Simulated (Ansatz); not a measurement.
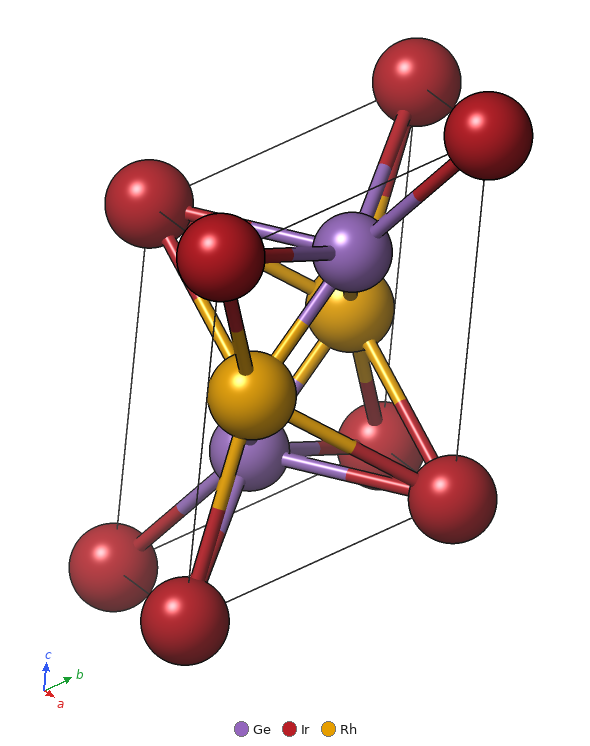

Ball-and-stick representation of a periodic structure, projected slightly off an axis. The parallelepiped is the simulation cell.

```xyz
5
Lattice="0.0000 3.8831 0.0000 3.8831 0.0000 0.0000 1.9415 1.9415 -4.8108" Properties=species:S:1:pos:R:3 pbc="T T T"
Ge    1.9415    1.9415   -1.2027
Ge    3.8831    3.8831   -3.6081
Ir    0.0000    0.0000    0.0000
Rh    1.9415    3.8831   -2.4054
Rh    3.8831    1.9415   -2.4054
```

Setup: DFT, PAW plane waves, r2SCAN in Ansatz; plane waves up to 500 eV, a 9×9×7 sampling of the Brillouin zone, Fermi-Dirac smearing of 0.1 eV, no spin polarisation. The pressure of the cell is 21 GPa.

Question: Predict the Bader charges.

Answer: Ge +0.52 e; Ir -0.18 e; Rh -0.43 e.

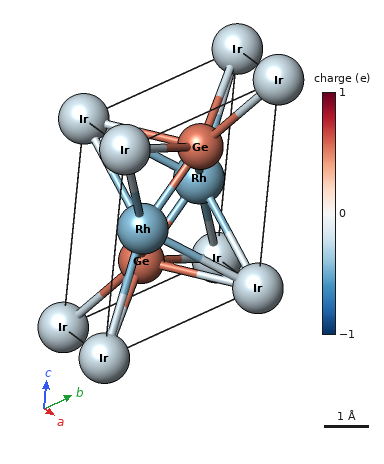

The atoms coloured by those charges.

The picture shows a generated cell, made by putting these elements into a known structure type (the compound may or may not exist in this form); the geometry isn't optimised. It was run through Ansatz as a DFT input.

At this level of theory the cell isn't at rest (compressed, at 21 GPa and forces up to 3.4 eV/Å), so its distances can differ from those at equilibrium, the more so the softer the solid.
